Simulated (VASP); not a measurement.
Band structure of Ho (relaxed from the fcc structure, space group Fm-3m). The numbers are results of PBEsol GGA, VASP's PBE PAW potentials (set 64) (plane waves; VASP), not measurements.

The 4f electrons are frozen in the core of the lanthanide potential, so 4f levels, which can set the real gap, and their magnetism are missing.

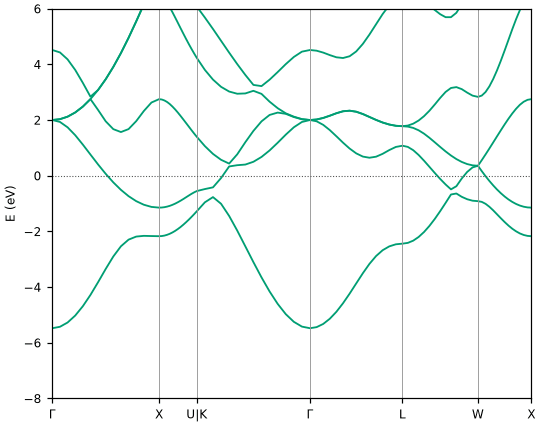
Figure: Bands along high-symmetry lines, zero at the valence-band maximum or, without a gap, the Fermi level

Problem. Read the plot: is there a gap, and where are the band edges?

Solution. It has no gap at this level: it comes out as a metal or semimetal. (Edges off the drawn lines would not show.)

The structure was generated: Ho was put into the fcc type (Fm-3m), which need not be its known phase. It was relaxed first, which changed the volume by -7 %.
